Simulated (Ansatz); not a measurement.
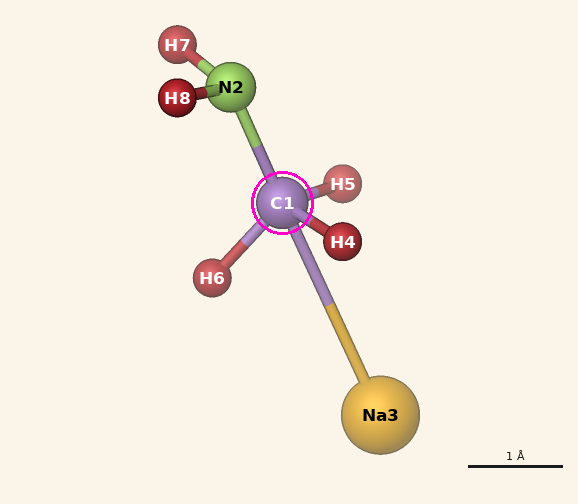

Orthographic view. Distant atoms are faded towards the background colour. State: charge +1, singlet. The geometry was computed by an optimisation with PBE-D4/def2-SVP. No frequency run is at hand to confirm it as a minimum.

Question: Which atoms are bonded to the circled atom?

Answer: The circled atom is C1; it is bonded to N2, Na3, H4, H5, H6.

Question: Of C1 and H4, which is nearer the viewer?

Answer: H4; the bond to C1 points away from the viewer, so it looks shorter than its 1.12 Å.

Question: Which atom is nearest the viewer?

Answer: H8, 1.3 Å in front of the mean position.
